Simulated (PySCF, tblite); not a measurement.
**C₅H₆O: dynamics, then NMR shifts and electronic excitations on frames, part 1 of 2**

Aim: move C₅H₆O (`C=C/C=C/C=O`) away from its starting geometry and see how NMR shifts and electronic excitations follow the geometry.

The runs use tblite 0.8.0 and PySCF 2.14.0, with density-fitted response routines of our own; the level of theory stands in each step. All values are computed, except where a source is named. Atoms are numbered from 0 throughout.

## (1) Starting geometry

12 atoms, charge 0, multiplicity 1; geometry from: GFN2-xTB.

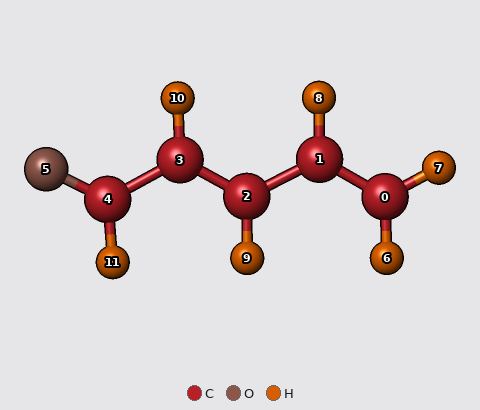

As it starts; carbon red, oxygen brown, hydrogen orange, atoms numbered.

## (2) Thermal motion with GFN2-xTB

What the job is given:

```
{"job": {"kind": "md", "xc": "GFN2-xTB", "basis": "xTB", "temperature": 300, "steps": 2000, "every": 50, "frames": 5}, "charge": 0, "multiplicity": 1}
C     -1.810298     0.745760     1.448281
C     -0.761213    -0.004011     1.114517
C     -0.058977     0.135890    -0.133136
C      1.000443    -0.609408    -0.488740
C      1.684040    -0.437683    -1.759887
O      2.638094    -1.078692    -2.127906
H     -2.191224     1.507660     0.787849
H     -2.321683     0.624913     2.387296
H     -0.394140    -0.763777     1.791518
H     -0.425762     0.896497    -0.812368
H      1.390765    -1.376323     0.166713
H      1.251154     0.358487    -2.400165
```

Level: GFN2-xTB Langevin dynamics, gas phase.

The run is started by

```
OMP_NUM_THREADS=1 python probes_run.py task.json out
```

One launch serves the whole session: the jobs run in the order shown.

Standard output:

```text
t/fs     T/K      E/eV
    0.0   261.5   -482.91995
   25.0   218.5   -482.58349
   50.0   279.4   -482.44249
   75.0   255.6   -482.43137
  100.0   229.9   -482.57112
  125.0   181.2   -482.53098
  150.0   190.1   -482.53150
  175.0   153.7   -482.51344
  200.0   229.3   -482.61006
  225.0   257.5   -482.58070
  250.0   245.9   -482.61958
  275.0   235.4   -482.64158
  300.0   212.3   -482.62318
  325.0   229.8   -482.55147
  350.0   173.9   -482.50762
  375.0   210.8   -482.64764
  400.0   229.5   -482.60452
  425.0   253.3   -482.69873
  450.0   279.3   -482.63288
  475.0   219.6   -482.52981
  500.0   360.7   -482.59290
  525.0   269.1   -482.56942
  550.0   243.3   -482.71707
  575.0   231.5   -482.55239
  600.0   253.6   -482.51937
  625.0   292.0   -482.66318
  650.0   283.8   -482.60176
  675.0   295.5   -482.54195
  700.0   162.6   -482.38128
  725.0   316.8   -482.63009
  750.0   211.1   -482.65478
  775.0   208.4   -482.59838
  800.0   212.8   -482.56894
  825.0   219.7   -482.65382
  850.0   160.5   -482.57316
  875.0   280.3   -482.61542
  900.0   227.0   -482.46021
  925.0   195.9   -482.51905
  950.0   161.2   -482.48856
  975.0   240.1   -482.61147
 1000.0   212.5   -482.63031
```

Wall time 7.9 s (1 thread of Arm Neoverse V1, shared host); peak memory 0.18 GiB.

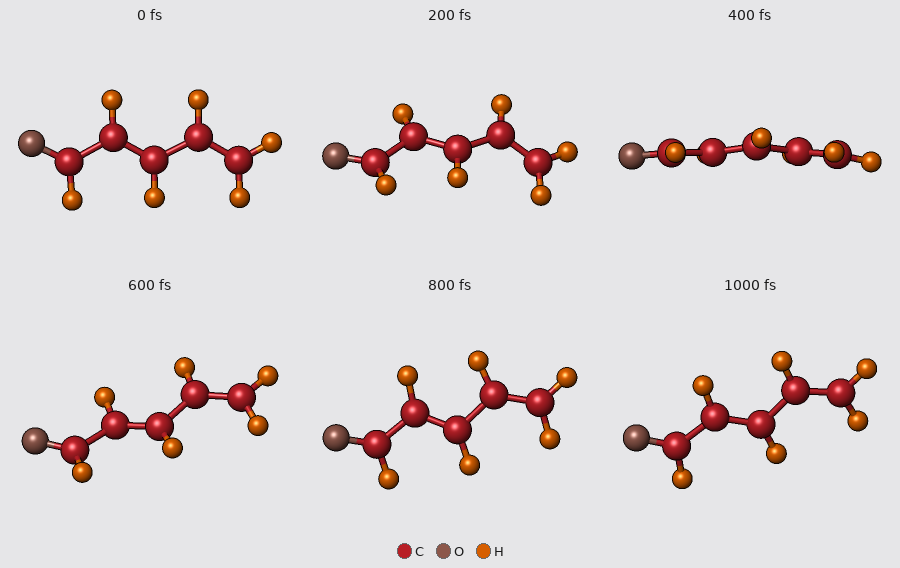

Frames of the run.

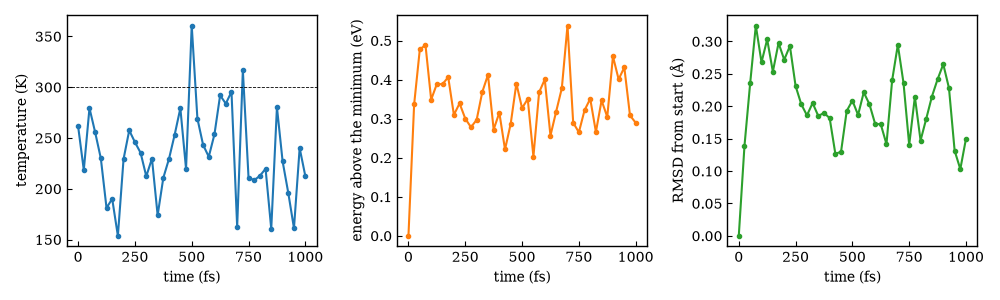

Temperature, potential energy and distance from the start.

Positions (Å) and forces (eV/Å) at 1000 fs:

```xyz
12

C    -1.817   -0.113    2.729   -2.155    0.563   -0.920
C    -0.774   -0.406    1.977    0.427   -0.069   -0.719
C    -0.694   -0.268    0.524   -0.386   -0.179    0.253
C     0.389   -0.683   -0.171   -0.724    0.117   -0.151
C     0.569   -0.690   -1.621   -1.426    0.600   -0.315
O     1.525   -1.101   -2.198    1.844   -0.795   -0.159
H    -2.800    0.237    2.320    1.125   -0.180   -0.055
H    -1.933   -0.238    3.770    0.560   -0.238    0.848
H     0.105   -0.804    2.441    0.397   -0.080    0.213
H    -1.624    0.126    0.081    0.775   -0.129   -0.112
H     1.215   -1.147    0.345    0.149    0.102    0.184
H    -0.220   -0.323   -2.323   -0.588    0.287    0.933
```

## (3) Nuclear shieldings: 250 fs, PBE0/pcSseg-1

What the job is given:

```
{"job": {"kind": "nmr", "xc": "PBE0", "basis": "pcSseg-1", "pop": false}, "charge": 0, "multiplicity": 1}
C     -2.254600     0.909000     1.610000
C     -1.465400    -0.001600     0.993500
C     -0.165300     0.257100     0.422500
C      0.473300    -0.489200    -0.480600
C      1.643300     0.109500    -1.137600
O      2.140200    -0.343700    -2.142000
H     -1.807300     1.825300     1.853900
H     -3.287600     0.636000     1.843600
H     -1.955800    -0.928700     0.750400
H      0.346200     1.176800     0.734100
H      0.206200    -1.447300    -0.842100
H      1.950300     1.164100    -0.825100
```

With the program's defaults for keys left out, this is: GIAO PBE0/pcSseg-1 NMR shielding, non-relativistic, gas phase.

Standard output:

```text
coarse grid: 10240 points
cycle   1  E = -268.7877243569  dE =  8.502e-01  |g| = 7.677e-01  |ddm| = 3.141e+00
cycle   2  E = -268.3329193886  dE =  4.548e-01  |g| = 1.671e+00  |ddm| = 3.109e+00
cycle   3  E = -268.9057613381  dE = -5.728e-01  |g| = 1.420e-01  |ddm| = 2.548e+00
cycle   4  E = -268.9101526627  dE = -4.391e-03  |g| = 6.823e-02  |ddm| = 2.053e-01
cycle   5  E = -268.9112369204  dE = -1.084e-03  |g| = 2.589e-02  |ddm| = 8.281e-02
cycle   6  E = -268.9113940795  dE = -1.572e-04  |g| = 6.376e-03  |ddm| = 2.215e-02
cycle   7  E = -268.9114034070  dE = -9.328e-06  |g| = 1.926e-03  |ddm| = 6.961e-03
final grid: 99480 points
cycle   8  E = -268.9578860796  dE = -3.325e-07  |g| = 1.359e-02  |ddm| = 2.769e-02
cycle   9  E = -268.9577723457  dE =  1.137e-04  |g| = 2.776e-02  |ddm| = 3.774e-02
cycle  10  E = -268.9579227413  dE = -1.504e-04  |g| = 2.038e-03  |ddm| = 2.727e-02
cycle  11  E = -268.9579236846  dE = -9.432e-07  |g| = 2.089e-04  |ddm| = 1.660e-03
cycle  12  E = -268.9579236920  dE = -7.399e-09  |g| = 1.193e-04  |ddm| = 3.044e-04
cycle  13  E = -268.9579236954  dE = -3.451e-09  |g| = 3.507e-05  |ddm| = 1.180e-04
cycle  14  E = -268.9579236957  dE = -3.074e-10  |g| = 8.136e-06  |ddm| = 3.654e-05
converged SCF energy = -268.9579236957

GIAO shielding tensors (ppm)
atom      isotropic    diamagn.    paramagn.     s11        s22        s33       span
  0 C       46.357     255.626    -209.270    -79.206     57.304    160.972    240.177
  1 C       36.992     253.725    -216.733    -87.090     40.124    157.942    245.032
  2 C       30.691     257.397    -226.707    -76.378     17.707    150.743    227.122
  3 C       47.549     254.498    -206.949    -38.595     45.668    135.575    174.170
  4 C      -14.819     248.838    -263.657   -105.992    -10.890     72.426    178.419
  5 O     -388.507     395.931    -784.439  -1057.217   -439.875    331.570   1388.787
  6 H       25.719      31.915      -6.195     20.931     26.127     30.100      9.169
  7 H       24.920      27.856      -2.936     21.663     24.641     28.454      6.791
  8 H       24.734      31.845      -7.111     21.902     23.479     28.821      6.918
  9 H       24.471      33.018      -8.547     21.370     24.236     27.807      6.438
 10 H       25.616      33.384      -7.768     22.383     25.372     29.094      6.711
 11 H       21.423      28.091      -6.667     19.819     21.862     22.589      2.770
```

It took 11 s on 1 thread of Arm Neoverse V1, shared host; peak memory 0.63 GiB.

The references, computed at this level on geometries of the same kind, shield at (ppm): 1H TMS 31.72, 13C TMS 186.9, 17O H2O 336.1. Their shielding less the atom's gives the shift. The references are single molecules in the gas phase, so shifts against H2O, NH3, PH3, H3PO4 or CFCl3 are not on the usual liquid scales and can be off by tens of ppm. Each atom is listed at this fixed geometry, with no averaging over motion; a spectrum would average atoms that exchange fast.

```tsv
atoms	environment	σ (ppm)	δ (ppm)
C4	aldehyde carbonyl carbon	-14.8	201.7
C2	β carbon of a C=C–C=O unit	30.7	156.2
C1	alkene CH	37.0	149.9
C0	terminal =CH2 carbon	46.4	140.6
C3	α carbon of a C=C–C=O unit	47.5	139.4
H11	hydrogen on an aldehyde carbonyl carbon	21.42	10.29
H9	hydrogen on a β carbon of a C=C–C=O unit	24.47	7.25
H8	hydrogen on an alkene CH	24.73	6.98
H7	hydrogen on a terminal =CH2 carbon	24.92	6.80
H10	hydrogen on an α carbon of a C=C–C=O unit	25.62	6.10
H6	hydrogen on a terminal =CH2 carbon	25.72	6.00
O5	aldehyde oxygen	-388.5	724.6
```

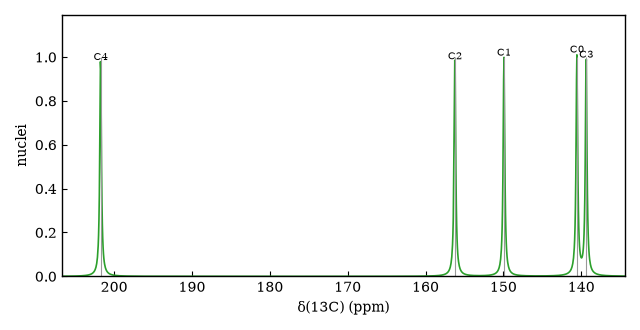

13C lines at the computed shifts, without couplings. Lines are broadened to a width of 0.25 ppm (Lorentzian).

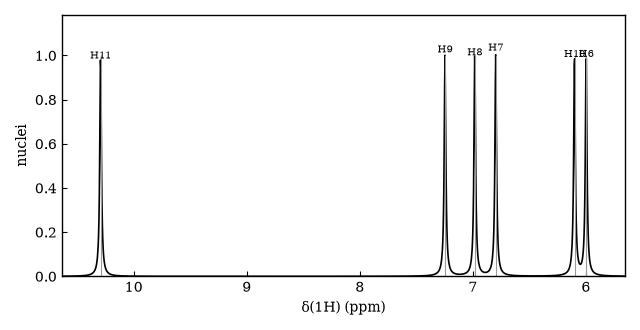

1H lines at the computed shifts, without couplings. Lines are broadened to a width of 0.02 ppm (Lorentzian).

## (4) TDDFT and polarisability: 250 fs, PBE0/def2-SVPD

Same as in step 3 but for these lines:

```diff
@@ -1,2 +1,2 @@
-{"job": {"kind": "nmr", "xc": "PBE0", "basis": "pcSseg-1", "pop": false}, "charge": 0, "multiplicity": 1}
+{"job": {"kind": "uv", "xc": "PBE0", "basis": "def2-SVPD", "nstates": 5, "ntriplets": 0}, "charge": 0, "multiplicity": 1}
 C     -2.254600     0.909000     1.610000
```

Method: TDDFT PBE0/def2-SVPD, vertical, gas phase, core orbitals frozen in the response.

Standard output:

```text
coarse grid: 10240 points
cycle   1  E = -268.6414205469  dE =  7.964e-01  |g| = 7.326e-01  |ddm| = 5.033e+00
cycle   2  E = -268.1784083838  dE =  4.630e-01  |g| = 1.653e+00  |ddm| = 4.657e+00
cycle   3  E = -268.7548637829  dE = -5.765e-01  |g| = 1.295e-01  |ddm| = 3.863e+00
cycle   4  E = -268.7584568124  dE = -3.593e-03  |g| = 6.830e-02  |ddm| = 3.770e-01
cycle   5  E = -268.7596036527  dE = -1.147e-03  |g| = 2.512e-02  |ddm| = 1.663e-01
cycle   6  E = -268.7597579092  dE = -1.543e-04  |g| = 5.587e-03  |ddm| = 4.403e-02
cycle   7  E = -268.7597653241  dE = -7.415e-06  |g| = 1.715e-03  |ddm| = 1.306e-02
final grid: 99480 points
cycle   8  E = -268.8056171973  dE = -5.150e-06  |g| = 1.239e-02  |ddm| = 1.099e-01
cycle   9  E = -268.8055158335  dE =  1.014e-04  |g| = 2.552e-02  |ddm| = 5.117e-02
cycle  10  E = -268.8056492633  dE = -1.334e-04  |g| = 1.902e-03  |ddm| = 3.525e-02
cycle  11  E = -268.8056501352  dE = -8.719e-07  |g| = 1.734e-04  |ddm| = 3.136e-03
cycle  12  E = -268.8056501409  dE = -5.670e-09  |g| = 9.613e-05  |ddm| = 4.455e-04
cycle  13  E = -268.8056501431  dE = -2.150e-09  |g| = 3.208e-05  |ddm| = 2.194e-04
cycle  14  E = -268.8056501433  dE = -2.691e-10  |g| = 8.516e-06  |ddm| = 6.545e-05
converged SCF energy = -268.8056501433

Static polarisability (au): isotropic 75.380, principal 42.106 56.751 127.284

Singlet excitations
state   eV       nm        f      main configurations
  1   3.4480    359.6   0.00013   H->L 0.73, H-1->L 0.21
  2   5.0490    245.6   0.77271   H-1->L 0.75, H->L 0.21
  3   6.0407    205.2   0.00150   H->L+1 0.67, H-1->L+1 0.13
  4   6.4119    193.4   0.01166   H-2->L 0.65, H-3->L 0.13, H-1->L+1 0.12
  5   6.8099    182.1   0.02238   H-3->L 0.66, H-1->L+1 0.26
```

Run time: 18 s. Hardware: 1 thread of Arm Neoverse V1, shared host; peak memory 0.73 GiB.

Frontier orbitals and where they lie:

```tsv
orbital	eV	atoms
HOMO−3	-10.68	C1 24 %, C2 17 %, C0 13 %
HOMO−2	-9.81	C1 26 %, C2 24 %, C0 15 %
HOMO−1	-7.51	O5 20 %, C3 19 %, C0 19 %
HOMO	-7.46	O5 53 %, C4 13 %, C3 11 %
LUMO	-2.32	C0 20 %, C2 18 %, O5 16 %
LUMO+1	0.23	C4 24 %, C1 21 %, C0 16 %
LUMO+2	0.82	C0 28 %, H9 13 %, C2 13 %
```

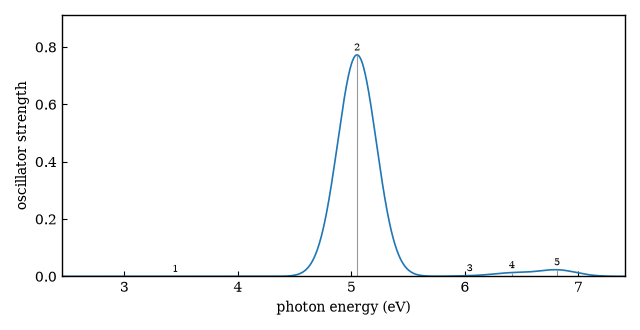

Absorption spectrum from the 5 singlet states computed; above the last one it falls off for lack of states. Lines are broadened to a width of 0.40 eV (Gaussian).

Ground-state properties from the same run:

```tsv
property	computed
dipole moment (D)	4.09
polarisability (Å³)	11.17
HOMO–LUMO gap (eV)	5.14
−ε(HOMO) (eV)	7.46
```

## (5) Nuclear shieldings: 425 fs, PBE0/pcSseg-1

What the job is given:

```
{"job": {"kind": "nmr", "xc": "PBE0", "basis": "pcSseg-1", "pop": false}, "charge": 0, "multiplicity": 1}
C     -2.118700     0.766000     2.202700
C     -1.628400     0.009900     1.186600
C     -0.292300     0.037900     0.721400
C      0.134600    -0.486400    -0.436200
C      1.471500    -0.261000    -0.992600
O      1.840000    -0.799000    -1.991500
H     -1.441700     1.377800     2.811900
H     -3.111200     0.668300     2.478700
H     -2.300800    -0.613200     0.612200
H      0.457800     0.679800     1.271200
H     -0.526500    -1.073900    -1.062500
H      2.015700     0.540500    -0.530700
```

Method: GIAO PBE0/pcSseg-1 NMR shielding, non-relativistic, gas phase.

Standard output:

```text
coarse grid: 10240 points
cycle   1  E = -268.7967385531  dE =  8.955e-01  |g| = 7.466e-01  |ddm| = 3.152e+00
cycle   2  E = -268.4208608171  dE =  3.759e-01  |g| = 1.553e+00  |ddm| = 2.935e+00
cycle   3  E = -268.9084641541  dE = -4.876e-01  |g| = 1.347e-01  |ddm| = 2.374e+00
cycle   4  E = -268.9125073846  dE = -4.043e-03  |g| = 5.966e-02  |ddm| = 1.803e-01
cycle   5  E = -268.9133270240  dE = -8.196e-04  |g| = 2.323e-02  |ddm| = 7.504e-02
cycle   6  E = -268.9134558257  dE = -1.288e-04  |g| = 5.695e-03  |ddm| = 2.056e-02
cycle   7  E = -268.9134631898  dE = -7.364e-06  |g| = 1.722e-03  |ddm| = 5.950e-03
final grid: 99480 points
cycle   8  E = -268.9598597318  dE = -4.575e-06  |g| = 1.302e-02  |ddm| = 2.630e-02
cycle   9  E = -268.9597638602  dE =  9.587e-05  |g| = 2.583e-02  |ddm| = 3.394e-02
cycle  10  E = -268.9598934121  dE = -1.296e-04  |g| = 1.959e-03  |ddm| = 2.487e-02
cycle  11  E = -268.9598942855  dE = -8.734e-07  |g| = 1.879e-04  |ddm| = 1.681e-03
cycle  12  E = -268.9598942917  dE = -6.164e-09  |g| = 9.982e-05  |ddm| = 2.520e-04
cycle  13  E = -268.9598942938  dE = -2.183e-09  |g| = 3.275e-05  |ddm| = 9.239e-05
cycle  14  E = -268.9598942941  dE = -2.740e-10  |g| = 8.553e-06  |ddm| = 3.931e-05
converged SCF energy = -268.9598942941

GIAO shielding tensors (ppm)
atom      isotropic    diamagn.    paramagn.     s11        s22        s33       span
  0 C       49.175     253.290    -204.115    -66.712     51.981    162.256    228.969
  1 C       38.433     254.801    -216.369    -80.903     41.310    154.891    235.794
  2 C       31.396     257.923    -226.526    -77.133     22.566    148.756    225.889
  3 C       42.985     256.854    -213.870    -44.509     46.644    126.819    171.328
  4 C       -7.798     248.693    -256.491    -93.982    -18.897     89.485    183.468
  5 O     -374.640     396.549    -771.189  -1059.857   -425.639    361.577   1421.433
  6 H       25.221      29.989      -4.768     21.805     25.118     28.740      6.935
  7 H       26.162      29.003      -2.841     22.550     26.233     29.703      7.153
  8 H       24.618      31.375      -6.757     22.077     23.618     28.160      6.084
  9 H       24.138      32.556      -8.418     21.753     23.519     27.143      5.389
 10 H       25.521      33.483      -7.962     22.312     24.771     29.479      7.167
 11 H       22.169      30.285      -8.115     20.701     21.415     24.391      3.690
```

Run time: 10 s. Hardware: 1 thread of Arm Neoverse V1, shared host; peak memory 0.65 GiB.

In short: δ C4 194.7, C2 155.5, C1 148.5, C3 143.9, H11 9.55, H9 7.58 ppm.

## (6) TDDFT and polarisability: 425 fs, PBE0/def2-SVPD

Same as in step 5 but for these lines:

```diff
@@ -1,2 +1,2 @@
-{"job": {"kind": "nmr", "xc": "PBE0", "basis": "pcSseg-1", "pop": false}, "charge": 0, "multiplicity": 1}
+{"job": {"kind": "uv", "xc": "PBE0", "basis": "def2-SVPD", "nstates": 5, "ntriplets": 0}, "charge": 0, "multiplicity": 1}
 C     -2.118700     0.766000     2.202700
```

Method: TDDFT PBE0/def2-SVPD, vertical, gas phase, core orbitals frozen in the response.

Standard output:

```text
coarse grid: 10240 points
cycle   1  E = -268.6497992088  dE =  8.421e-01  |g| = 7.119e-01  |ddm| = 5.045e+00
cycle   2  E = -268.2627088756  dE =  3.871e-01  |g| = 1.540e+00  |ddm| = 4.197e+00
cycle   3  E = -268.7570619503  dE = -4.944e-01  |g| = 1.229e-01  |ddm| = 3.389e+00
cycle   4  E = -268.7603899337  dE = -3.328e-03  |g| = 6.071e-02  |ddm| = 3.381e-01
cycle   5  E = -268.7612854173  dE = -8.955e-04  |g| = 2.322e-02  |ddm| = 1.412e-01
cycle   6  E = -268.7614201578  dE = -1.347e-04  |g| = 5.035e-03  |ddm| = 4.069e-02
cycle   7  E = -268.7614260753  dE = -5.918e-06  |g| = 1.603e-03  |ddm| = 1.080e-02
final grid: 99480 points
cycle   8  E = -268.8071676619  dE = -7.332e-06  |g| = 1.199e-02  |ddm| = 1.066e-01
cycle   9  E = -268.8070800770  dE =  8.758e-05  |g| = 2.400e-02  |ddm| = 4.818e-02
cycle  10  E = -268.8071978155  dE = -1.177e-04  |g| = 1.840e-03  |ddm| = 3.322e-02
cycle  11  E = -268.8071986375  dE = -8.220e-07  |g| = 1.612e-04  |ddm| = 2.996e-03
cycle  12  E = -268.8071986421  dE = -4.627e-09  |g| = 8.995e-05  |ddm| = 4.432e-04
cycle  13  E = -268.8071986439  dE = -1.741e-09  |g| = 3.446e-05  |ddm| = 1.869e-04
cycle  14  E = -268.8071986442  dE = -3.396e-10  |g| = 8.932e-06  |ddm| = 7.353e-05
converged SCF energy = -268.8071986442

Static polarisability (au): isotropic 76.123, principal 40.943 56.545 130.881

Singlet excitations
state   eV       nm        f      main configurations
  1   3.4520    359.2   0.00013   H-1->L 0.94
  2   4.9341    251.3   0.78104   H->L 0.96
  3   6.1625    201.2   0.00093   H-1->L+1 0.82, H-1->L+4 0.10
  4   6.4743    191.5   0.02914   H-2->L 0.46, H-3->L 0.26, H->L+1 0.23
  5   6.6311    187.0   0.02130   H-3->L 0.69, H->L+1 0.18, H-2->L 0.09
```

Run time: 16 s. Hardware: 1 thread of Arm Neoverse V1, shared host; peak memory 0.73 GiB.

In short: HOMO -7.39 eV, LUMO -2.39 eV; lowest singlet 3.45 eV.

## (7) NMR shieldings: 625 fs, PBE0/pcSseg-1

What the job is given:

```
{"job": {"kind": "nmr", "xc": "PBE0", "basis": "pcSseg-1", "pop": false}, "charge": 0, "multiplicity": 1}
C     -1.970800    -0.031800     2.586200
C     -1.137700    -0.584600     1.716100
C     -0.501200     0.120700     0.601700
C      0.196500    -0.627900    -0.256400
C      0.961700    -0.065500    -1.354500
O      1.503400    -0.783100    -2.155000
H     -2.352800     0.964700     2.408100
H     -2.432900    -0.503500     3.445000
H     -0.806200    -1.590800     1.892200
H     -0.772300     1.188100     0.547100
H      0.275600    -1.736900    -0.206400
H      0.929700     1.025200    -1.512100
```

With the program's defaults for keys left out, this is: GIAO PBE0/pcSseg-1 NMR shielding, non-relativistic, gas phase.

Standard output:

```text
coarse grid: 10240 points
cycle   1  E = -268.7883010591  dE =  8.712e-01  |g| = 7.645e-01  |ddm| = 3.148e+00
cycle   2  E = -268.3724017339  dE =  4.159e-01  |g| = 1.615e+00  |ddm| = 3.416e+00
cycle   3  E = -268.9061656771  dE = -5.338e-01  |g| = 1.411e-01  |ddm| = 2.827e+00
cycle   4  E = -268.9105769668  dE = -4.411e-03  |g| = 6.359e-02  |ddm| = 1.920e-01
cycle   5  E = -268.9115251222  dE = -9.482e-04  |g| = 2.348e-02  |ddm| = 8.186e-02
cycle   6  E = -268.9116572625  dE = -1.321e-04  |g| = 6.136e-03  |ddm| = 2.113e-02
cycle   7  E = -268.9116658760  dE = -8.614e-06  |g| = 1.857e-03  |ddm| = 6.746e-03
final grid: 99480 points
cycle   8  E = -268.9585509905  dE = -4.142e-06  |g| = 1.286e-02  |ddm| = 2.937e-02
cycle   9  E = -268.9584531919  dE =  9.780e-05  |g| = 2.583e-02  |ddm| = 3.601e-02
cycle  10  E = -268.9585840485  dE = -1.309e-04  |g| = 2.059e-03  |ddm| = 2.644e-02
cycle  11  E = -268.9585850135  dE = -9.650e-07  |g| = 2.092e-04  |ddm| = 1.837e-03
cycle  12  E = -268.9585850212  dE = -7.642e-09  |g| = 1.038e-04  |ddm| = 2.780e-04
cycle  13  E = -268.9585850235  dE = -2.319e-09  |g| = 3.675e-05  |ddm| = 1.066e-04
cycle  14  E = -268.9585850239  dE = -3.818e-10  |g| = 8.761e-06  |ddm| = 4.646e-05
converged SCF energy = -268.9585850239

GIAO shielding tensors (ppm)
atom      isotropic    diamagn.    paramagn.     s11        s22        s33       span
  0 C       53.890     252.803    -198.913    -53.132     52.901    161.902    215.034
  1 C       38.113     253.422    -215.309    -73.456     41.865    145.930    219.385
  2 C       32.945     254.850    -221.904    -67.680     17.070    149.447    217.126
  3 C       41.221     256.257    -215.036    -44.734     51.359    117.038    161.771
  4 C      -10.242     247.538    -257.781   -100.169    -21.351     90.793    190.962
  5 O     -391.975     396.492    -788.467  -1082.945   -442.091    349.111   1432.056
  6 H       26.004      30.707      -4.703     23.241     25.479     29.292      6.051
  7 H       25.600      27.275      -1.674     23.601     25.280     27.920      4.318
  8 H       25.069      30.988      -5.919     22.613     23.821     28.774      6.161
  9 H       24.179      32.495      -8.316     21.565     24.160     26.813      5.247
 10 H       24.611      32.174      -7.563     21.598     23.640     28.595      6.996
 11 H       21.731      29.269      -7.538     20.626     21.139     23.427      2.801
```

Run time: 10 s. Hardware: 1 thread of Arm Neoverse V1, shared host; peak memory 0.65 GiB.

Key values: δ C4 197.2, C2 154.0, C1 148.8, C3 145.7, H11 9.99, H9 7.54 ppm.

(Continued in part 2 of 2.)
